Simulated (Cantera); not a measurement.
Feed: 1 mol PbO, 0.29 mol H2, held at 1500 Torr.

Method: chemical equilibrium by Gibbs-energy minimisation in Cantera with the NASA 1993 tables (ideal gas, pure condensed phases). Candidate condensed phases: H2O, Pb, PbO, PbO2, Pb3O4; 12 gas species. Mutual solubility and eutectic melting of coexisting phases are not modelled. Kinetics and transport are ignored.

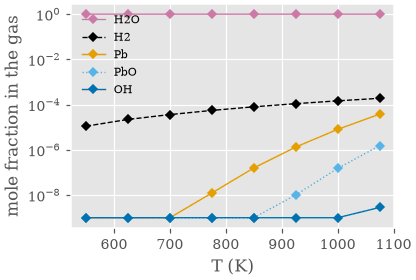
Equilibrium gas composition (values under 1e-9 drawn at 1e-9)

At 550 K the condensed part is Pb(s) + PbO(red). From 625 K to 700 K the condensed part is Pb(l) + PbO(red). From 775 K to 1075 K the condensed part is Pb(l) + PbO(yellow).
